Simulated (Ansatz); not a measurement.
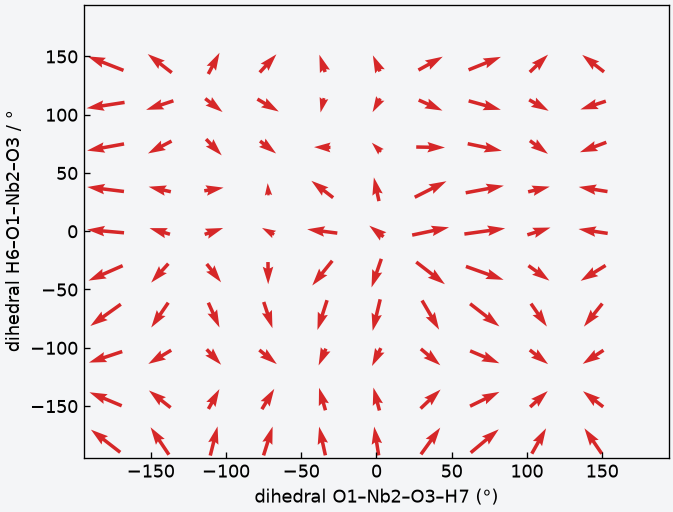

ClH₂NbO₂S, SMILES [OH][Nb]([OH])(=[S])[Cl]. Coordinates scanned: (1) dihedral O1–Nb2–O3–H7; (2) dihedral H6–O1–Nb2–O3. Nothing is relaxed (all other coordinates rigid). The scan uses a 10 × 10 grid; 55 points were computed and 45 follow by symmetry. Theory: RKS PBE-D4/def2-TZVP in Ansatz 0.2.0.

The picture shows arrows along the force (downhill), their lengths compressed.

The arrows alone are given. Where are the wells?

Answer. The arrows converge at about dihedral O1–Nb2–O3–H7 = 125°, dihedral H6–O1–Nb2–O3 = −125°; about dihedral O1–Nb2–O3–H7 = −45°, dihedral H6–O1–Nb2–O3 = −120° (11.9 kJ/mol up); about dihedral O1–Nb2–O3–H7 = 120°, dihedral H6–O1–Nb2–O3 = 45° (11.9 kJ/mol up); about dihedral O1–Nb2–O3–H7 = −60°, dihedral H6–O1–Nb2–O3 = 60° (29.4 kJ/mol up) (read from the interpolated surface).

The energy map of the same scan:

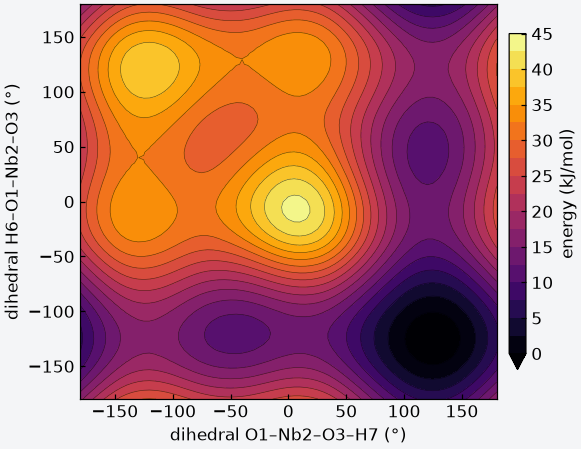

Energies are in kJ/mol, from the lowest grid point; between grid points the surface is interpolated.
